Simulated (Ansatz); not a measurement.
**C$_{2}$H$_{8}$NSc (SMILES [CH3][Sc]([CH3])[NH2]): density, localisation and related maps**

```json
{"atom": "C", "x (Å)": "1.2920", "y (Å)": "-0.8873", "z (Å)": "0.8924"}
{"atom": "C", "x (Å)": "-2.3666", "y (Å)": "-0.0743", "z (Å)": "0.2594"}
{"atom": "N", "x (Å)": "0.0050", "y (Å)": "2.4573", "z (Å)": "1.2143"}
{"atom": "Sc", "x (Å)": "-0.3424", "y (Å)": "0.5762", "z (Å)": "0.8069"}
{"atom": "H", "x (Å)": "2.1463", "y (Å)": "-0.6041", "z (Å)": "0.2474"}
{"atom": "H", "x (Å)": "0.9685", "y (Å)": "-1.8961", "z (Å)": "0.5733"}
{"atom": "H", "x (Å)": "1.7043", "y (Å)": "-0.9929", "z (Å)": "1.9150"}
{"atom": "H", "x (Å)": "-3.1187", "y (Å)": "0.1962", "z (Å)": "1.0256"}
{"atom": "H", "x (Å)": "-2.4313", "y (Å)": "-1.1694", "z (Å)": "0.1177"}
{"atom": "H", "x (Å)": "-2.7126", "y (Å)": "0.3907", "z (Å)": "-0.6843"}
{"atom": "H", "x (Å)": "0.9028", "y (Å)": "2.8647", "z (Å)": "1.4740"}
{"atom": "H", "x (Å)": "-0.6775", "y (Å)": "3.2146", "z (Å)": "1.2071"}
```

Geometry: PBE0-D4/def2-SVP.

All numbers below come from isolated molecule in a Gaussian basis; Kohn-Sham density functional theory, functional PBE0 (Ansatz).

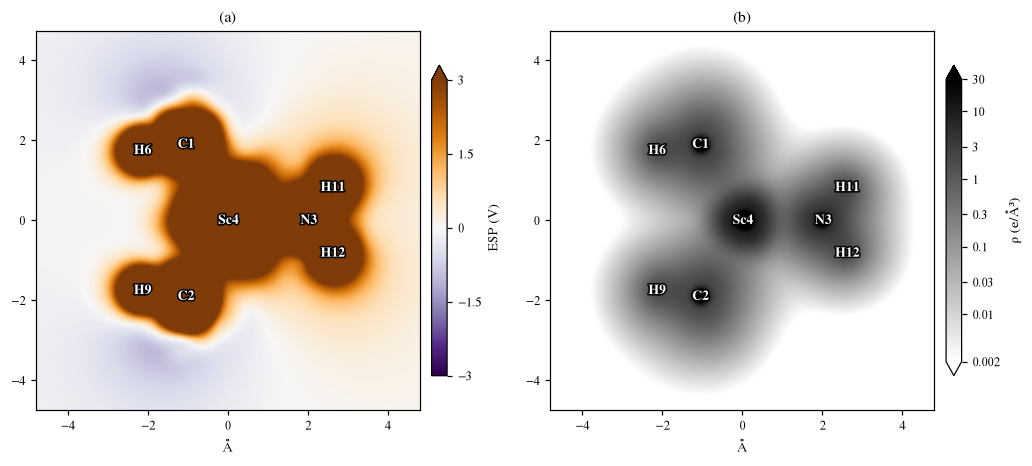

Figure 1. (a) molecular electrostatic potential; (b) total electron density on the plane of atoms Sc4, N3 and H12.

Describe what can be read from this map.

- The section cuts through C, N, Sc and H sites.
- Sc–N (1.96 Å): ρ at the midpoint is about 0.77 e/Å³.
- C–Sc (2.20 Å): the density is about 0.57 e/Å³ at the midpoint.
- N–H (1.02 Å): the density is about 2.8 e/Å³ at the midpoint.
- C–H (1.11 Å): ρ at the midpoint is about 1.9 e/Å³.
- Outside the dense part of the molecule the potential is most negative (−1.0 V) near C1 and C2.

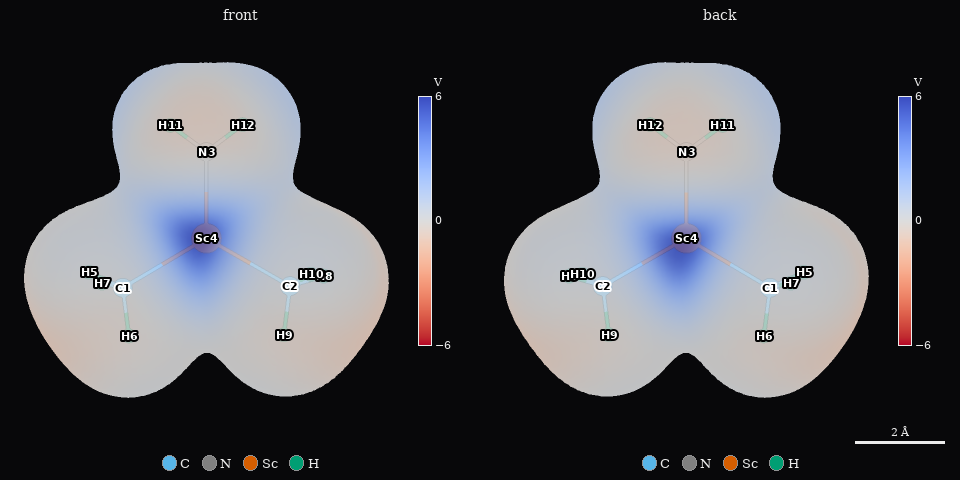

Figure 2. The electrostatic potential painted on the density surface at 0.001 e/bohr³, seen from the front and from behind; the colour scale runs from red (negative) to blue (positive).

Describe the electrostatic potential map.

The most negative region (about −0.8 V) lies over C1 and C2, the most positive (about +5.2 V) over Sc4.

What dipole moment does the calculation give?

Its dipole moment is 1.50 D.

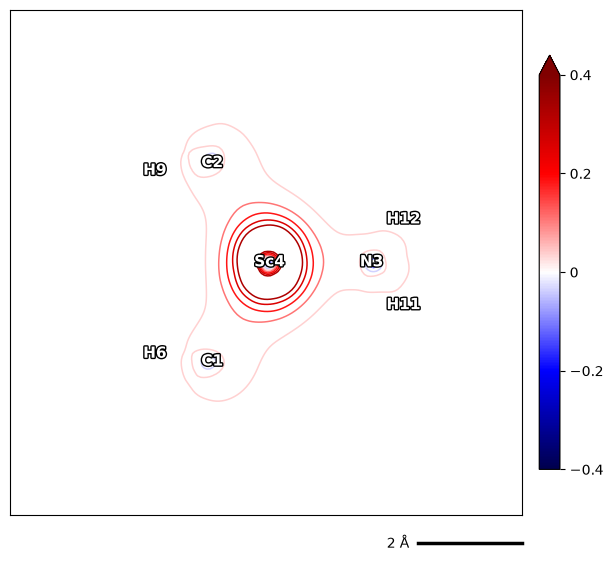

Figure 3. The LUMO on the plane of atoms Sc4, N3 and H11 (values in Å⁻³ᐟ²; the overall sign is arbitrary).

Where does this orbital lie, and at what energy?

By Hirshfeld shares it lies mainly on Sc4 (about 85 %). Its energy is −1.50 eV.

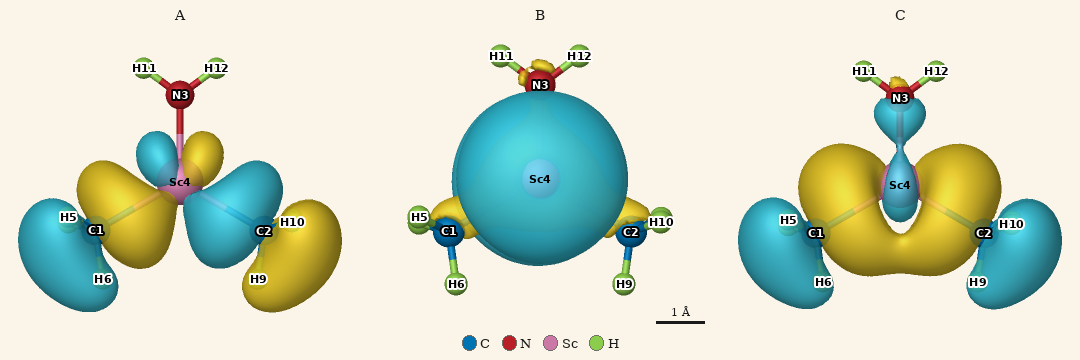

Figure 4. Three frontier orbitals at ±0.06 Å⁻³ᐟ² (yellow and cyan are the two phases), in no order.

Which picture is the HOMO−1, the HOMO and the LUMO?

C is the HOMO−1 (−7.07 eV). It lies mainly on C1 (about 30 %), C2 (about 30 %) and Sc4 (about 25 %). A is the HOMO (−6.55 eV). It lies mainly on C1 (about 30 %), C2 (about 30 %) and Sc4 (about 25 %). B is the LUMO (−1.50 eV). Its weight (Hirshfeld) is mainly on Sc4 (about 85 %).

What is the HOMO–LUMO gap?

5.05 eV between the orbital energies.
